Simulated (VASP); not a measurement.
Energy against volume of Pd (fcc). Computed with vdW-DF-cx, VASP's PBE PAW potentials (set 64) (plane waves; VASP).

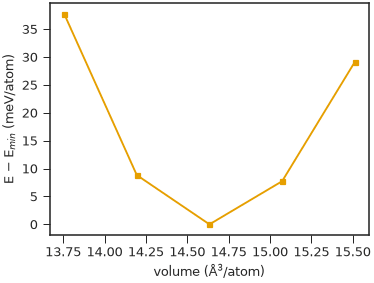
Fig. 1. Energy against volume

Q: Estimate the equilibrium volume and the bulk modulus.

A: The minimum lies near 14.6 Å³/atom, and the curvature gives B0 of about 200 GPa.

Measured: bulk modulus 195 GPa at 0 K (computed value off by +2.8 %), as given by Vázquez-Parga, Fernández-Martínez, Viñes, J. Chem. Theory Comput. (2023), doi:10.1021/acs.jctc.3c00612, Supporting … [zero-point energy and finite temperature contributions removed]; a 3.876 Å at 0 K (computed value off by +0.2 %), as given by Daniel Mejia-Rodriguez et al., Physical Review B (2018), arXiv:1807.09216 [static lattice: zero-point anharmonic expansion removed].

The compound is Pd in the fcc structure. It was relaxed first.
